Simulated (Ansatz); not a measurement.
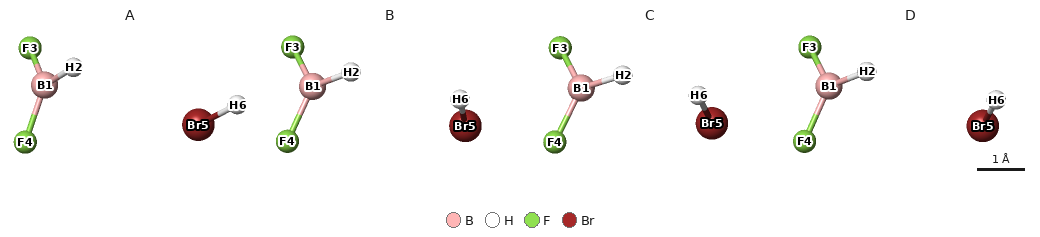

4 geometries from one relaxation of BH2BrF2, in shuffled order. The picture is a ball-and-stick view, seen at a tilt.

The run prepares an end point of a later path (reaction) calculation, from a guessed geometry.

All numbers below come from Ansatz 0.2.0, RHF/def2-SVP. (no spin polarisation; force threshold 0.03 eV/Å; at most 50 steps)

Put them in the order of the run, from the start to the converged end.

C, B, D, A. They are steps 0, 5, 7, 17, at +6.77 kcal/mol, +0.97 kcal/mol, +0.60 kcal/mol relative to the last. After 13 accepted moves (17 points after the start) the energy has fallen by 6.77 kcal/mol. The largest force component goes from 2 to 0.0021 eV/Å. The line search rejected the trial steps at points 2, 10, 13, 16 of the run. The forces were under the threshold at step 8, but the run went on from there. H6 moves most after the best rigid fit: 1.33 Å. Largest moves by element: H 1.33 Å, B 0.38 Å, F 0.22 Å, Br 0.15 Å. Some distances before and after: Br5–H6 1.487 → 1.408 Å.

Limits of the set-up: Hartree-Fock leaves out electron correlation.
